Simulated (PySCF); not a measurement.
SMILES OB(O)C#C[SiH3] (C₂H₅BO₂Si) at its PBE0/def2-SVP optimised geometry (Å):

```
11

Si    -0.4963    -0.3540     0.0000
C     -1.1200    -1.2171    -1.4945
C     -1.5175    -1.7893    -2.5007
B     -2.0729    -2.5198    -3.7456
O     -1.2722    -2.6986    -4.8206
O     -3.3529    -2.9854    -3.7769
H     -0.9921    -1.0522     1.2222
H     -0.9950     1.0522     0.0000
H      0.9950    -0.3540     0.0000
H     -1.7327    -3.1646    -5.5281
H     -3.8369    -2.8077    -2.9650
```

Level of theory: PBE0/def2-TZVP (PySCF 2.14.0). Cells within 0.4 Å of a nucleus heavier than hydrogen are left out (blank, or x).

Map of the electrostatic potential (hartree/e), clipped to [-0.08, 0.12] on the plane z = 0.0 Å:

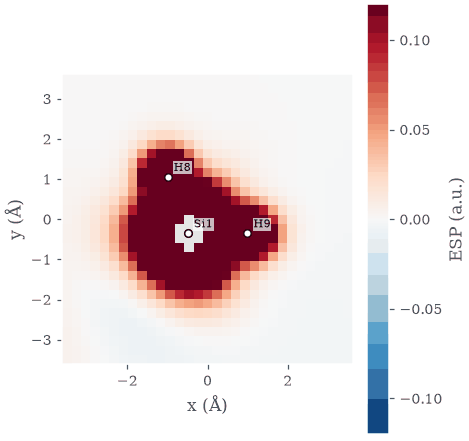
Electrostatic potential (hartree/e), clipped to [-0.08, 0.12] on the plane z = 0.0 Å.
